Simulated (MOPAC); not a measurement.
Run report: C₄H₆O, excited-state calculation (part 1 of 2)

The run: excited-state calculation of C₄H₆O. Method and program: INDO/S, RHF, COSMO solvent acetonitrile (MOPAC 23.2.5).

The geometry was optimised with RM1.

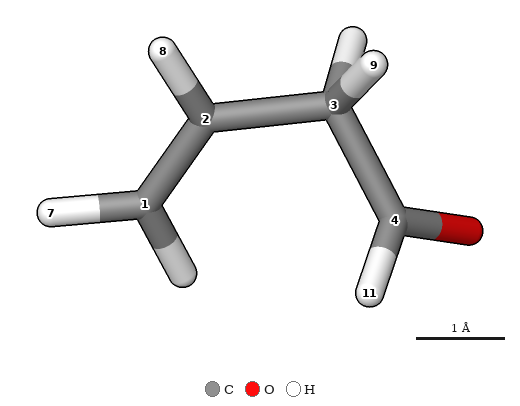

*The structure as given in the input (stick view, seen at a tilt; atoms are numbered from 1 in the order of the input).*

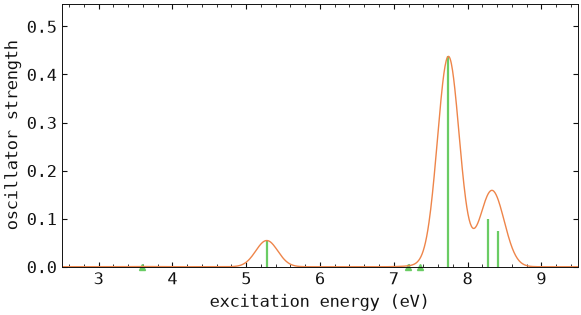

*Computed excitations as sticks (degenerate states added up, dark ones marked on the axis), with a Gaussian envelope of 0.35 eV full width at half maximum, scaled to the tallest.*

Of the 7 states the lowest lies at 3.58 eV (f = 0.000); the strongest line is at 7.74 eV, or 160 nm (f = 0.438).

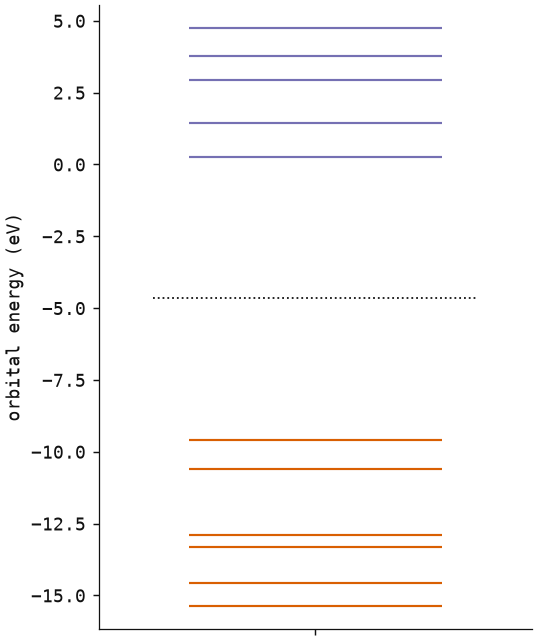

*Orbital energies near the frontier; the dotted line parts filled from empty levels, and levels within 0.02 eV of each other stand side by side.*

Highest filled −9.59 eV, lowest empty 0.26 eV, 9.85 eV apart.

The input and output of the run follow.

Input (calc.mop):
```
INDO WRTCI=8 SINGLET MAXCI=100 1SCF C.I.=8 EPS=35.7 CIS N**2=1.806 AUX(PRECISION=6) THREADS=1
C4H6O, INDO

C     -0.030972 1     1.384379 1    -0.778440 1
C      0.215336 1     0.096637 1    -0.981744 1
C     -0.084586 1    -0.963619 1     0.019405 1
C     -0.024156 1    -0.441377 1     1.430382 1
O     -0.894009 1    -0.715019 1     2.242561 1
H     -0.452567 1     1.800358 1     0.131280 1
H      0.170777 1     2.148861 1    -1.523040 1
H      0.638655 1    -0.258917 1    -1.928472 1
H      0.642189 1    -1.803719 1    -0.059041 1
H     -1.067439 1    -1.427729 1    -0.217973 1
H      0.851003 1     0.179642 1     1.696947 1
```

Run as:
```bash
mopac calc.mop
```

Log:
```
MOPAC v23.2.5
INDO CALCULATION RESULTS

 *  INDO       - The INDO Hamiltonian to be used
 *  MAXCI =  100 maximum CI states computed
 *  WRTCI =    8 maximum CI states printed
 *  CIS        - C.I. USES 1 ELECTRON EXCITATIONS ONLY
 *  SINGLET    - SPIN STATE DEFINED AS A SINGLET
 *  C.I.=8     - 8 M.O.S TO BE USED IN C.I.
 *  EPS=35.7   - USE COSMO IMPLICIT SOLVATION MODEL
 *  N**2=1.806 - USED IN COSMO-CI
 *  1SCF       - DO 1 SCF AND THEN STOP
 *  THREADS=1  - MULTI-THREADING NOT USED
 *  AUX        - OUTPUT AUXILIARY INFORMATION
 *  WARNING: Specified print options may not behave as expected with INDO
INDO WRTCI=8 SINGLET MAXCI=100 1SCF C.I.=8 EPS=35.7 CIS N**2=1.806 AUX(PRECISION=6) THREADS=1
 C4H6O, INDO

   ATOM   CHEMICAL          X               Y               Z
  NUMBER   SYMBOL      (ANGSTROMS)     (ANGSTROMS)     (ANGSTROMS)

     1       C         -0.03097200  *   1.38437900  *  -0.77844000  *
     2       C          0.21533600  *   0.09663700  *  -0.98174400  *
     3       C         -0.08458600  *  -0.96361900  *   0.01940500  *
     4       C         -0.02415600  *  -0.44137700  *   1.43038200  *
     5       O         -0.89400900  *  -0.71501900  *   2.24256100  *
     6       H         -0.45256700  *   1.80035800  *   0.13128000  *
     7       H          0.17077700  *   2.14886100  *  -1.52304000  *
     8       H          0.63865500  *  -0.25891700  *  -1.92847200  *
     9       H          0.64218900  *  -1.80371900  *  -0.05904100  *
    10       H         -1.06743900  *  -1.42772900  *  -0.21797300  *
    11       H          0.85100300  *   0.17964200  *   1.69694700  *

          CARTESIAN COORDINATES

    NO.       ATOM           X           Y           Z

     1         C         -0.0310      1.3844     -0.7784
     2         C          0.2153      0.0966     -0.9817
     3         C         -0.0846     -0.9636      0.0194
     4         C         -0.0242     -0.4414      1.4304
     5         O         -0.8940     -0.7150      2.2426
     6         H         -0.4526      1.8004      0.1313
     7         H          0.1708      2.1489     -1.5230
     8         H          0.6387     -0.2589     -1.9285
     9         H          0.6422     -1.8037     -0.0590
    10         H         -1.0674     -1.4277     -0.2180
    11         H          0.8510      0.1796      1.6969

           Empirical Formula: C4 H6 O  =    11 atoms

      MOLECULAR POINT GROUP   :   C1

 SINGLET STATE CALCULATION

      RHF CALCULATION, NO. OF DOUBLY OCCUPIED LEVELS = 14

 Summary of symmetry occupancy in each shell:

 SHELL
    1   14
    v   12
 TOTAL  26

                     MOLECULAR ORBITALS

    ROOT NO.    1           2           3           4           5           6

           -43.59354   -38.27325   -30.73604   -24.87986   -22.31017   -19.92287

  S  C   1   0.11909     0.37837     0.53155     0.19655    -0.23839    -0.05708
 PX  C   1   0.00154     0.01792     0.02533    -0.04888     0.07481    -0.10952
 PY  C   1  -0.05452    -0.14795    -0.01829     0.13939    -0.26354    -0.28566
 PZ  C   1   0.01940     0.00925    -0.06728     0.15855    -0.00269     0.29130

  S  C   2   0.18108     0.51205     0.18151    -0.34169     0.27629     0.08084
 PX  C   2  -0.02105    -0.03753    -0.00325    -0.03780     0.09452    -0.20597
 PY  C   2  -0.01248     0.01694     0.32250     0.17900    -0.05749     0.02816
 PZ  C   2   0.06224     0.09767    -0.11313     0.20301    -0.02746     0.34496

  S  C   3   0.30343     0.39849    -0.44235    -0.04744    -0.20350    -0.01488
 PX  C   3  -0.01804     0.04366    -0.02289     0.03655     0.20814    -0.19235
 PY  C   3   0.04893     0.11367     0.07685     0.08399     0.24597     0.38942
 PZ  C   3   0.08509    -0.09236    -0.05629     0.33691    -0.08778    -0.08242

  S  C   4   0.51827    -0.01738    -0.13718     0.38810     0.23737    -0.12761
 PX  C   4  -0.18282     0.14342    -0.08069     0.21044     0.26697    -0.20081
 PY  C   4  -0.07142     0.03981     0.07564     0.09757     0.24060     0.08602
 PZ  C   4   0.09694    -0.27106     0.21879    -0.16869     0.14928    -0.15821

  S  O   5   0.64031    -0.38595     0.19052    -0.26355    -0.07319     0.13084
 PX  O   5   0.15885    -0.09012     0.02722     0.05478     0.11740    -0.17727
 PY  O   5   0.04582    -0.02925     0.04093     0.02826     0.12183     0.02904
 PZ  O   5  -0.16720     0.05367     0.02558    -0.04708     0.11527    -0.02850

  S  H   6   0.06254     0.15211     0.21639     0.24522    -0.19993     0.10801

  S  H   7   0.03152     0.12658     0.28114     0.08675    -0.23365    -0.33624

  S  H   8   0.05575     0.18924     0.08246    -0.33056     0.19615    -0.24407

  S  H   9   0.10963     0.15708    -0.24795    -0.06593    -0.12230    -0.31842

  S  H  10   0.12918     0.14628    -0.20674    -0.11767    -0.29165     0.02096

  S  H  11   0.15699     0.03431    -0.04170     0.30877     0.37112    -0.16887

    ROOT NO.    7           8           9          10          11          12

           -18.60495   -17.14560   -15.37743   -14.57239   -13.30975   -12.90446

  S  C   1  -0.06274    -0.00967     0.02601     0.08731     0.01682     0.00530
 PX  C   1   0.13402    -0.10295     0.06811    -0.00167     0.18471     0.07120
 PY  C   1  -0.27697     0.05634    -0.25170    -0.34745     0.07154    -0.09815
 PZ  C   1  -0.24923     0.02127    -0.23948     0.16081    -0.38427     0.07594

  S  C   2   0.08850    -0.00295    -0.06177     0.01742    -0.01037    -0.04248
 PX  C   2   0.03407    -0.14587    -0.18333    -0.04585    -0.08342     0.13209
 PY  C   2   0.30160    -0.10353     0.32974     0.32959    -0.06376     0.16882
 PZ  C   2  -0.16383    -0.08400     0.00094     0.16384     0.39443    -0.08861

  S  C   3  -0.07142    -0.00726     0.04067     0.00647     0.11695    -0.01183
 PX  C   3  -0.13925    -0.38424    -0.33551     0.25458     0.18879     0.08711
 PY  C   3   0.06529    -0.04239    -0.20898    -0.28582     0.21055    -0.25285
 PZ  C   3   0.40329    -0.23791    -0.01880    -0.07800    -0.18029     0.07955

  S  C   4   0.16426     0.09819    -0.02692    -0.09764    -0.03399    -0.01552
 PX  C   4  -0.19037    -0.14425     0.28196    -0.03335    -0.14608    -0.20396
 PY  C   4  -0.23209     0.14850     0.13709    -0.17971     0.05868     0.34191
 PZ  C   4  -0.21722     0.31687     0.03331     0.25363     0.04079    -0.09266

  S  O   5  -0.21974    -0.37001     0.15298    -0.10226    -0.04028     0.00006
 PX  O   5   0.05822     0.39947    -0.14221     0.39224     0.10451    -0.39280
 PY  O   5  -0.11352     0.26375    -0.01564    -0.05349     0.27250     0.65273
 PZ  O   5  -0.36243    -0.26641     0.37195    -0.00736    -0.03359    -0.19287

  S  H   6  -0.31258     0.06716    -0.25883     0.04440    -0.35599     0.02734

  S  H   7  -0.02493    -0.00260     0.02085    -0.28051     0.35890    -0.10268

  S  H   8   0.08930     0.03484    -0.18710    -0.22866    -0.34049     0.05346

  S  H   9  -0.16696    -0.17510    -0.04205     0.35821     0.03190     0.21652

  S  H  10  -0.02356     0.32716     0.36075    -0.09209    -0.15093    -0.00060

  S  H  11  -0.16173     0.08472     0.22997    -0.10512    -0.09571     0.00342

    ROOT NO.   13          14          15          16          17          18

           -10.59883    -9.58813     0.25971     1.42871     2.94096     3.76421

  S  C   1  -0.01616    -0.00191    -0.03052    -0.00277     0.14826     0.46906
 PX  C   1  -0.02468     0.65081    -0.07890    -0.63023     0.02408    -0.00757
 PY  C   1   0.02678     0.08841    -0.04049    -0.07436    -0.06010    -0.05919
 PZ  C   1   0.04227     0.26468    -0.06518    -0.25204    -0.00529    -0.00266

  S  C   2  -0.02008     0.00334    -0.07265     0.01598    -0.29544    -0.44660
 PX  C   2   0.05528     0.58738     0.03103     0.65399    -0.00283     0.03388
 PY  C   2   0.00423     0.06763     0.03647     0.07730     0.07200    -0.06626
 PZ  C   2  -0.10540     0.23660    -0.02227     0.26597    -0.09922     0.04841

  S  C   3   0.07621     0.00692     0.00174     0.00815     0.53116     0.04597
 PX  C   3  -0.05556    -0.16286     0.03135    -0.02932     0.00526     0.03431
 PY  C   3   0.08291    -0.01065    -0.05875     0.00065     0.10535     0.06294
 PZ  C   3   0.25221    -0.05281     0.01509     0.00371     0.13062    -0.26731

  S  C   4   0.02462    -0.04975     0.01050    -0.05292    -0.47392     0.32053
 PX  C   4  -0.09999    -0.02106    -0.41972     0.03246    -0.05483     0.09408
 PY  C   4  -0.13078     0.02725     0.68900    -0.04401     0.00236     0.04332
 PZ  C   4  -0.20917     0.03436    -0.22478     0.04242     0.11230     0.04456

  S  O   5   0.00864    -0.00163    -0.00108     0.00661     0.06657    -0.04948
 PX  O   5   0.40509     0.08116     0.24764    -0.00198     0.10870    -0.10256
 PY  O   5   0.43790    -0.09431    -0.41298     0.03058     0.03178    -0.03616
 PZ  O   5   0.62764     0.02122     0.13675    -0.02488    -0.11578     0.05086

  S  H   6   0.05094     0.00219    -0.02144     0.00380    -0.06026    -0.29715

  S  H   7  -0.02603     0.00073     0.04755    -0.00178    -0.09117    -0.26840

  S  H   8   0.10906     0.00031     0.05885    -0.01182     0.17365     0.29887

  S  H   9  -0.09109    -0.10845     0.12166    -0.07576    -0.21612    -0.03918

  S  H  10  -0.01140     0.17536    -0.03360     0.10885    -0.24617    -0.00754

  S  H  11  -0.24028     0.01530    -0.00240     0.03453     0.37534    -0.32683

    ROOT NO.   19          20          21          22          23          24

             4.75787     5.47003     6.54159     7.56218     7.89601     8.77350

  S  C   1  -0.30747    -0.29227    -0.02423    -0.00595     0.01950    -0.02595
 PX  C   1   0.02240     0.03787     0.04041    -0.25059     0.01167    -0.00276
 PY  C   1  -0.09401    -0.29923    -0.01364    -0.09552    -0.05779     0.24747
 PZ  C   1  -0.04430     0.00344    -0.03641     0.65633     0.02472    -0.05847

  S  C   2   0.00649    -0.35701    -0.02771     0.05424    -0.03006     0.14634
 PX  C   2   0.04184    -0.10716    -0.07741    -0.00293     0.10226    -0.22478
 PY  C   2   0.21576     0.18957     0.03380     0.01761    -0.01936     0.00229
 PZ  C   2  -0.07984     0.22771    -0.01553    -0.01155    -0.29044     0.52098

  S  C   3   0.40586    -0.12587     0.00572     0.02222     0.07805    -0.04301
 PX  C   3  -0.04690     0.02953     0.68802     0.02751     0.09469    -0.06730
 PY  C   3  -0.19672     0.26681    -0.13749    -0.11817     0.47399    -0.23072
 PZ  C   3  -0.15031    -0.10612     0.01932     0.04792     0.31810     0.39503

  S  C   4   0.24128    -0.03580    -0.00520    -0.01308    -0.11689    -0.13018
 PX  C   4   0.15116     0.01492    -0.05415     0.04321     0.29463     0.27518
 PY  C   4   0.14087    -0.10361     0.01440     0.01941     0.28702     0.21545
 PZ  C   4   0.19454    -0.02238    -0.02950     0.01506     0.31663     0.11164

  S  O   5  -0.04709     0.01181     0.00152     0.01370     0.04815     0.08633
 PX  O   5  -0.11203     0.01322     0.01694     0.01456     0.03862     0.10450
 PY  O   5  -0.05434     0.03256    -0.00964     0.00772    -0.01079     0.02330
 PZ  O   5   0.03283    -0.02440    -0.00986    -0.02240    -0.10162    -0.12724

  S  H   6   0.28292     0.24835     0.06181    -0.49548     0.01024    -0.05091

  S  H   7   0.18931     0.35878    -0.01393     0.46698     0.02328    -0.11919

  S  H   8  -0.03941     0.46371     0.01742     0.02600    -0.19777     0.35620

  S  H   9  -0.30639     0.22407    -0.49441    -0.08560     0.21944    -0.04978

  S  H  10  -0.32113     0.16011     0.49203    -0.01321     0.26409    -0.02734

  S  H  11  -0.37314     0.04156     0.00878    -0.03183    -0.32173    -0.20513

    ROOT NO.   25          26

            11.41165    12.20288

  S  C   1  -0.13511     0.07522
 PX  C   1  -0.09814     0.04811
 PY  C   1   0.51220    -0.26112
 PZ  C   1   0.08656    -0.02355

  S  C   2   0.11082    -0.00925
 PX  C   2  -0.06692    -0.01434
 PY  C   2   0.53314    -0.34318
 PZ  C   2   0.01881     0.15302
```
